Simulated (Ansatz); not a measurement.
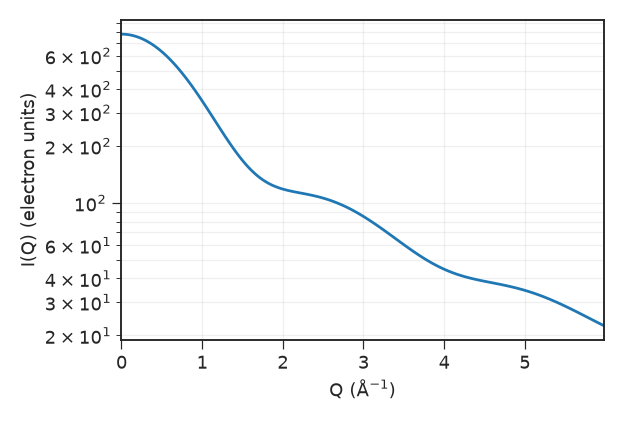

Elastic X-ray scattering of a randomly oriented, rigid molecule, calculated with the Debye equation from neutral-atom form factors (independent atoms, no Compton part, no vibration). The geometry is the end point of an optimisation (RKS B3LYP-D4/def2-SVP in Ansatz 0.2.0); it may be a saddle point or a higher isomer. It contains F, H, C.

Q: How many electrons does the independent-atom model of the molecule hold?

A: I(0) is the square of the electron number: I(0) = 784, so about 28 electrons, the count of CH4F2.

Q: What radius of gyration does the initial fall-off give?

A: From I(Q) ≈ I(0) exp(−Q²R²/3) at small Q, R ≈ 1.61 Å. It is larger than the electron-weighted radius of the nuclear positions alone (1.47 Å), because each atom's electron cloud adds to it.
